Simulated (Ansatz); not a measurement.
Run report: TiNH4ClOF2, geometry relaxation (part 1 of 2)

The run: geometry relaxation of TiNH4ClOF2. Method and program: RKS PBE0-D4/def2-SVP (Ansatz 0.2.0).

The input holds or restrains some coordinates. It belongs to a series of runs on one base structure; here: pulled along the bonds that form and break, towards end B.

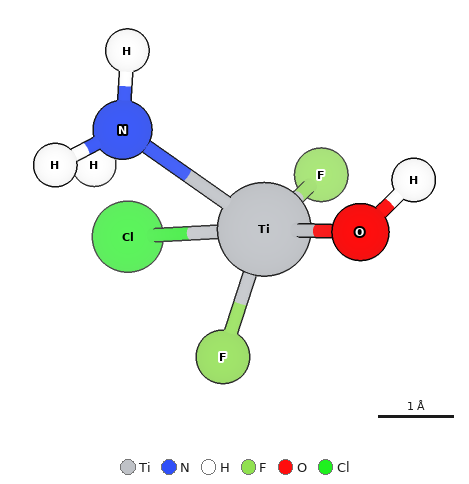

*The input geometry (ball-and-stick view, seen at a tilt). Sticks mark near contacts.*

Bond lengths as drawn: Cl–Ti 2.67 Å, F–Ti 1.83 Å, H–N 1.06 Å, H–O 1.01 Å, N–Ti 2.41 Å and O–Ti 1.92 Å.

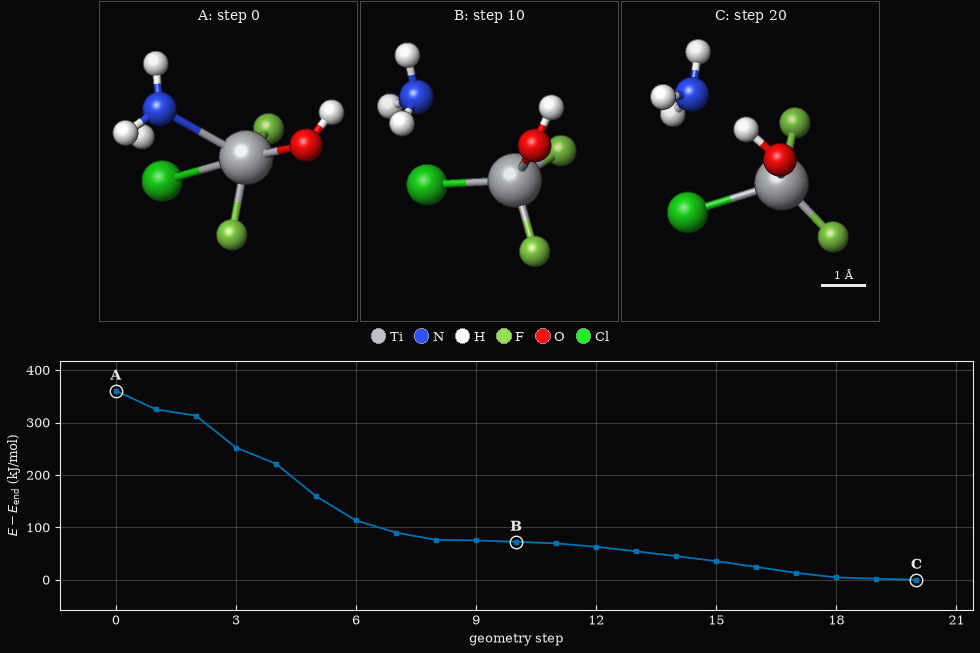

*Frames of the restrained relaxation (ball-and-stick view, seen at a tilt) above the curves, on which the letters mark them (the first geometry is step 0 here and step 1 in the log).*

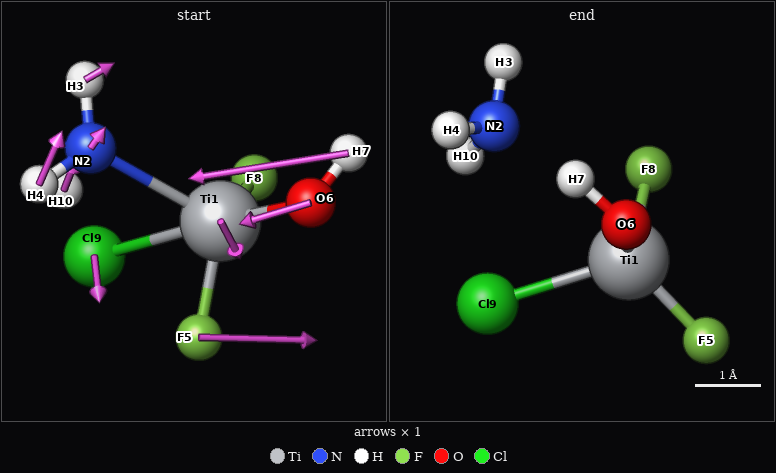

*Before (left) and after (right) the restrained relaxation, at one scale (ball-and-stick view, seen at a tilt). The pink arrows give the displacements, at true length.*

The atom that moves furthest after the best rigid fit is H7 (2.52 Å). Largest moves by element: H 2.52 Å, F 1.96 Å, O 1.21 Å, Cl 0.95 Å, Ti 0.93 Å, N 0.43 Å. Among the contacts that change: Ti1–N2 2.410 → 3.273 Å, N2–H10 1.382 → 1.039 Å, Ti1–Cl9 2.670 → 2.334 Å, Ti1–O6 1.919 → 1.704 Å. New bonds form: N2–H10 (1.38 → 1.04 Å). Bonds break: Ti1–N2 (2.41 → 3.27 Å). Among the angles that change: O6–Ti1–Cl9 176.6° → 105.6°, F5–Ti1–Cl9 67.2° → 114.3°, F8–Ti1–Cl9 72.8° → 106.0°. Over 20 geometry steps the energy falls by 360.7 kJ/mol. The largest force component goes from 3.3 to 0.69 eV/Å. (Atoms are counted from 1 in the order of the input.)

The input and output of the run follow.

### The input
```yaml
crystal:
  periodic: [false, false, false]
  atoms:
    - { symbol: Ti, position_ang: [0.0, 0.0, 0.0] }
    - { symbol: "N", position_ang: [0.0, 0.0, 2.41] }
    - { symbol: H, position_ang: [-0.877, -0.2713, 2.94] }
    - { symbol: H, position_ang: [0.877, 0.2713, 2.94] }
    - { symbol: F, position_ang: [1.7257, 0.0, -0.6094] }
    - { symbol: O, position_ang: [-0.9043, 1.5667, -0.6394] }
    - { symbol: H, position_ang: [-1.8621, 1.336, -0.8617] }
    - { symbol: F, position_ang: [-0.8619, -1.4933, -0.6094] }
    - { symbol: Cl, position_ang: [1.3935, -2.1162, 0.8419] }
    - { symbol: H, position_ang: [0.7414, -1.1258, 2.1049] }
basis:
  gaussian: { orbitals: def2-SVP }
hamiltonian:
  xc: pbe0
  dispersion: d4
relax:
  f_tol: 0.15
  max_steps: 25
  restrain:
    - { distance: [0, 8], at: 2.37, k: 30.0 }
    - { distance: [9, 1], at: 1.06, k: 30.0 }
    - { distance: [0, 1], at: 3.26, k: 30.0 }
    - { distance: [9, 8], at: 2.57, k: 30.0 }
```

Launched with:
```bash
ansatz run input.yaml --threads 4 --pin off --max-ram 5120MiB --backend cpu --events-out ev --progress --plain --runs-dir out
```

### Output
```
The last accepted step is kept in [file] (removed where the run ends without a failure and the disk answers)
Engine: ansatz 0.2.0, aarch64-unknown-linux-gnu
Functional definition: PBE0
  parameter a = 0.25
  parameter kappa = 0.804
  parameter beta = 0.06672455060314922
  exchange = (1 - a)*pbe_x(kappa = kappa, mu = beta*pi^2/3) + a*exact_x
  correlation = pbe_c(beta = beta)
1371 factors; integrals over basis functions are off by at most 2.5e-4 eV
mean field evaluation 1: about -44627.7298 eV, gradient 9.0e1 eV
mean field evaluation 2: about -44078.7075 eV, gradient 4.5e2 eV
mean field evaluation 4: about -44639.8880 eV, gradient 5.3e1 eV
mean field evaluation 8: about -44645.2274 eV, gradient 6.1e-1 eV
mean field evaluation 16: about -44645.2844 eV, gradient 1.5e-3 eV
mean field -44645.28438062 eV, -1640.6839393272 hartree, gradient 5.9e-5 eV, S^2 0.000000; 0 other end points of the search recorded, 0 dependent functions left out
the calculation of the forces begins
reference -44645.28445787 eV, -1640.6839421660 hartree; 38, 38 occupied and 87, 87 virtual orbitals, 1371 factors
relax step   1: F+E_penalty+E_count = -44645.47889925 eV  Δ(F+E_penalty+E_count) = +0.000e0 eV  max|allowed force component| = 3.276e0 eV/Å  E_restraint = 24.26672642 eV  max|allowed force component, restraints' pulls added| = 2.331e1 eV/Å  Δτ_max = 0.0000 Å  (35 SCF iters, accepted)
  distance Ti 0 - Cl 8 = 2.6700 Å
  distance H 9 - N 1 = 1.3821 Å
  distance Ti 0 - N 1 = 2.4100 Å
  distance H 9 - Cl 8 = 1.7324 Å
these checks for a lower state are left out or cut short: starts, cluster_reference, orbital_swaps, neighbouring_geometries, increment
1371 factors; integrals over basis functions are off by at most 3.2e-4 eV
mean field -44645.65630640 eV, -1640.6976073475 hartree, gradient 1.9e-5 eV, S^2 0.000000; 0 other end points of the search recorded, 0 dependent functions left out
[... from here on the field's lines of each further geometry are left out, up to the last ...]
relax step   2: F+E_penalty+E_count = -44645.84702701 eV  Δ(F+E_penalty+E_count) = -3.681e-1 eV  max|allowed force component| = 4.220e0 eV/Å  E_restraint = 10.06919811 eV  max|allowed force component, restraints' pulls added| = 1.346e1 eV/Å  Δτ_max = 0.1991 Å  (45 SCF iters, accepted)
relax step   3: F+E_penalty+E_count = -44645.97091257 eV  Δ(F+E_penalty+E_count) = -1.239e-1 eV  max|allowed force component| = 3.471e0 eV/Å  E_restraint = 2.63820344 eV  max|allowed force component, restraints' pulls added| = 6.600e0 eV/Å  Δτ_max = 0.1966 Å  (44 SCF iters, accepted)
relax step   4: F+E_penalty+E_count = -44646.60127816 eV  Δ(F+E_penalty+E_count) = -6.304e-1 eV  max|allowed force component| = 2.928e0 eV/Å  E_restraint = 0.15666624 eV  max|allowed force component, restraints' pulls added| = 2.634e0 eV/Å  Δτ_max = 0.1946 Å  (42 SCF iters, accepted)
relax step   5: F+E_penalty+E_count = -44646.92148866 eV  Δ(F+E_penalty+E_count) = -3.202e-1 eV  max|allowed force component| = 2.518e0 eV/Å  E_restraint = 0.10282885 eV  max|allowed force component, restraints' pulls added| = 2.289e0 eV/Å  Δτ_max = 0.2000 Å  (36 SCF iters, accepted)
relax step   6: F+E_penalty+E_count = -44647.56339449 eV  Δ(F+E_penalty+E_count) = -6.419e-1 eV  max|allowed force component| = 1.806e0 eV/Å  E_restraint = 0.03558718 eV  max|allowed force component, restraints' pulls added| = 1.454e0 eV/Å  Δτ_max = 0.1947 Å  (41 SCF iters, accepted)
relax step   7: F+E_penalty+E_count = -44648.04369369 eV  Δ(F+E_penalty+E_count) = -4.803e-1 eV  max|allowed force component| = 1.387e0 eV/Å  E_restraint = 0.04127757 eV  max|allowed force component, restraints' pulls added| = 1.265e0 eV/Å  Δτ_max = 0.1953 Å  (40 SCF iters, accepted)
relax step   8: F+E_penalty+E_count = -44648.28348283 eV  Δ(F+E_penalty+E_count) = -2.398e-1 eV  max|allowed force component| = 8.884e-1 eV/Å  E_restraint = 0.02542391 eV  max|allowed force component, restraints' pulls added| = 5.952e-1 eV/Å  Δτ_max = 0.2000 Å  (40 SCF iters, accepted)
relax step   9: F+E_penalty+E_count = -44648.42681727 eV  Δ(F+E_penalty+E_count) = -1.433e-1 eV  max|allowed force component| = 8.786e-1 eV/Å  E_restraint = 0.02346781 eV  max|allowed force component, restraints' pulls added| = 4.708e-1 eV/Å  Δτ_max = 0.1948 Å  (40 SCF iters, accepted)
relax step  10: F+E_penalty+E_count = -44648.43744126 eV  Δ(F+E_penalty+E_count) = -1.062e-2 eV  max|allowed force component| = 1.138e0 eV/Å  E_restraint = 0.01504927 eV  max|allowed force component, restraints' pulls added| = 7.995e-1 eV/Å  Δτ_max = 0.1925 Å  (34 SCF iters, accepted)
relax step  11: F+E_penalty+E_count = -44648.46578531 eV  Δ(F+E_penalty+E_count) = -2.834e-2 eV  max|allowed force component| = 1.121e0 eV/Å  E_restraint = 0.01821523 eV  max|allowed force component, restraints' pulls added| = 8.283e-1 eV/Å  Δτ_max = 0.1572 Å  (34 SCF iters, accepted)
relax step  12: F+E_penalty+E_count = -44648.49575404 eV  Δ(F+E_penalty+E_count) = -2.997e-2 eV  max|allowed force component| = 1.128e0 eV/Å  E_restraint = 0.01875323 eV  max|allowed force component, restraints' pulls added| = 9.997e-1 eV/Å  Δτ_max = 0.1937 Å  (34 SCF iters, accepted)
relax step  13: F+E_penalty+E_count = -44648.56382195 eV  Δ(F+E_penalty+E_count) = -6.807e-2 eV  max|allowed force component| = 9.166e-1 eV/Å  E_restraint = 0.02015875 eV  max|allowed force component, restraints' pulls added| = 8.224e-1 eV/Å  Δτ_max = 0.1935 Å  (34 SCF iters, accepted)
relax step  14: F+E_penalty+E_count = -44648.65270578 eV  Δ(F+E_penalty+E_count) = -8.888e-2 eV  max|allowed force component| = 1.059e0 eV/Å  E_restraint = 0.02282573 eV  max|allowed force component, restraints' pulls added| = 1.059e0 eV/Å  Δτ_max = 0.1947 Å  (34 SCF iters, accepted)
relax step  15: F+E_penalty+E_count = -44648.74849513 eV  Δ(F+E_penalty+E_count) = -9.579e-2 eV  max|allowed force component| = 9.629e-1 eV/Å  E_restraint = 0.02665284 eV  max|allowed force component, restraints' pulls added| = 9.629e-1 eV/Å  Δτ_max = 0.2000 Å  (40 SCF iters, accepted)
relax step  16: F+E_penalty+E_count = -44648.84783483 eV  Δ(F+E_penalty+E_count) = -9.934e-2 eV  max|allowed force component| = 8.041e-1 eV/Å  E_restraint = 0.02434734 eV  max|allowed force component, restraints' pulls added| = 7.538e-1 eV/Å  Δτ_max = 0.1928 Å  (41 SCF iters, accepted)
relax step  17: F+E_penalty+E_count = -44648.96168068 eV  Δ(F+E_penalty+E_count) = -1.138e-1 eV  max|allowed force component| = 8.847e-1 eV/Å  E_restraint = 0.02461030 eV  max|allowed force component, restraints' pulls added| = 6.662e-1 eV/Å  Δτ_max = 0.1947 Å  (35 SCF iters, accepted)
relax step  18: F+E_penalty+E_count = -44649.08037179 eV  Δ(F+E_penalty+E_count) = -1.187e-1 eV  max|allowed force component| = 9.169e-1 eV/Å  E_restraint = 0.02570037 eV  max|allowed force component, restraints' pulls added| = 4.633e-1 eV/Å  Δτ_max = 0.1993 Å  (34 SCF iters, accepted)
relax step  19: F+E_penalty+E_count = -44649.16896032 eV  Δ(F+E_penalty+E_count) = -8.859e-2 eV  max|allowed force component| = 8.567e-1 eV/Å  E_restraint = 0.02741287 eV  max|allowed force component, restraints' pulls added| = 4.593e-1 eV/Å  Δτ_max = 0.1949 Å  (35 SCF iters, accepted)
relax step  20: F+E_penalty+E_count = -44649.19433596 eV  Δ(F+E_penalty+E_count) = -2.538e-2 eV  max|allowed force component| = 8.109e-1 eV/Å  E_restraint = 0.02721381 eV  max|allowed force component, restraints' pulls added| = 5.166e-1 eV/Å  Δτ_max = 0.1576 Å  (35 SCF iters, accepted)
the calculation of the forces begins
reference -44649.01987869 eV, -1640.8212163492 hartree; 38, 38 occupied and 87, 87 virtual orbitals, 1371 factors
relax step  21: F+E_penalty+E_count = -44649.21677348 eV  Δ(F+E_penalty+E_count) = -2.244e-2 eV  max|allowed force component| = 6.936e-1 eV/Å  E_restraint = 0.02848117 eV  max|allowed force component, restraints' pulls added| = 1.426e-1 eV/Å  Δτ_max = 0.2000 Å  (35 SCF iters, accepted)
  distance Ti 0 - Cl 8 = 2.3340 Å
  distance H 9 - N 1 = 1.0394 Å
  distance Ti 0 - N 1 = 3.2735 Å
  distance H 9 - Cl 8 = 2.5696 Å
1371 factors; integrals over basis functions are off by at most 8.6e-4 eV
mean field -44649.01980471 eV, -1640.8212136305 hartree, gradient 2.4e-5 eV, S^2 0.000000; 1 other end points of the search recorded, 0 dependent functions left out
the calculation of the forces begins
reference -44649.01987869 eV, -1640.8212163492 hartree; 38, 38 occupied and 87, 87 virtual orbitals, 1371 factors
Total energy: -44649.21684746 eV, -1640.8284548178 hartree
Atom 0 at     0.397773    -0.427821    -0.725613 Å, force     0.681394    -0.538903     0.332819 eV/Å
Atom 1 at    -0.450093     0.096602     2.392363 Å, force     0.283736    -0.426737     0.214660 eV/Å
Atom 2 at    -1.404482    -0.179328     2.625722 Å, force     0.066014     0.023620     0.035331 eV/Å
Atom 3 at    -0.062652     0.621023     3.178380 Å, force    -0.096823    -0.053922    -0.018603 eV/Å
Atom 4 at     0.972859    -0.092281    -2.329559 Å, force    -0.024746    -0.033120     0.006675 eV/Å
Atom 5 at     0.004036     1.028679     0.067088 Å, force     0.005452    -0.021667    -0.065802 eV/Å
Atom 6 at    -0.269196     0.814824     1.064510 Å, force    -0.015166    -0.035770     0.067908 eV/Å
Atom 7 at    -1.032250    -1.435932    -0.705496 Å, force     0.126658     0.099227    -0.023291 eV/Å
Atom 8 at     1.954035    -1.492335     0.650107 Å, force    -0.693566     0.449923    -0.625676 eV/Å
Atom 9 at     0.122270    -0.766031     2.299398 Å, force    -0.332954     0.537349     0.075979 eV/Å
Dipole moment:    -0.410057     0.138249     0.943703 e Å
```

### Trajectory as extended XYZ (Å, eV, eV/Å), 21 frames, from step=1 to step=21
```
10
Properties=species:S:1:pos:R:3:forces:R:3 step=1 energy=-44645.47890
Ti    0.0000    0.0000    0.0000    1.7791  -1.8281  -0.5283
N     0.0000    0.0000    2.4100    1.8994  -2.4439  -1.6883
H    -0.8770   -0.2713    2.9400    1.7256   0.6221  -0.3820
H     0.8770    0.2713    2.9400   -1.9532   0.4544  -0.2373
F     1.7257    0.0000   -0.6094   -3.0357   1.5813   0.1806
O    -0.9043    1.5667   -0.6394   -0.4328  -3.2758   0.7573
H    -1.8621    1.3360   -0.8617    1.6333   0.6655   0.2969
F    -0.8619   -1.4933   -0.6094    0.3842   3.1307   0.5170
Cl    1.3935   -2.1162    0.8419   -0.2520   0.0239   1.4468
H     0.7414   -1.1258    2.1049   -1.7478   1.0700  -0.3628
10
Properties=species:S:1:pos:R:3:forces:R:3 step=2 energy=-44645.84703
Ti    0.0484   -0.0671   -0.1522    0.9750  -1.0281   1.0793
N     0.0235   -0.0393    2.5413    2.4483  -3.4218  -4.2201
H    -0.8744   -0.2706    2.9622    0.6682   0.2609   0.8085
H     0.8778    0.2845    2.9673   -0.6156   1.4041   1.3360
F     1.7279    0.0188   -0.6258   -1.3868   1.6642  -0.7836
O    -0.8993    1.5298   -0.6311    0.0226  -2.8925   0.4423
H    -1.8507    1.3406   -0.8595    1.1906   0.4795   0.2994
F    -0.8735   -1.4863   -0.6195   -0.3004   1.8435  -0.3877
Cl    1.4051   -2.1389    0.7027   -0.4093   0.0845   1.0492
H     0.6475   -1.0040    2.2314   -2.5927   1.6057   0.3765
10
Properties=species:S:1:pos:R:3:forces:R:3 step=3 energy=-44645.97091
Ti    0.1036   -0.1478   -0.2869   -0.4446   0.5405   2.3797
N     0.0508   -0.0821    2.6496    0.7985  -0.7935  -3.4710
H    -0.8739   -0.2681    2.9935    0.1457   0.4241   1.1250
H     0.8812    0.3264    3.0134   -0.3088   1.8201   1.6548
F     1.7332    0.0535   -0.6616    0.8826   1.8090  -1.5261
O    -0.8857    1.4739   -0.6252    0.5678  -2.6440   0.2556
H    -1.8349    1.3454   -0.8534    0.8028   0.2467   0.2816
F    -0.8933   -1.4762   -0.6456   -1.3309   0.1228  -1.1011
Cl    1.4007   -2.1415    0.5550   -0.4416   0.0306   0.9174
H     0.5505   -0.9162    2.3781   -0.6715  -1.5563  -0.5157
```
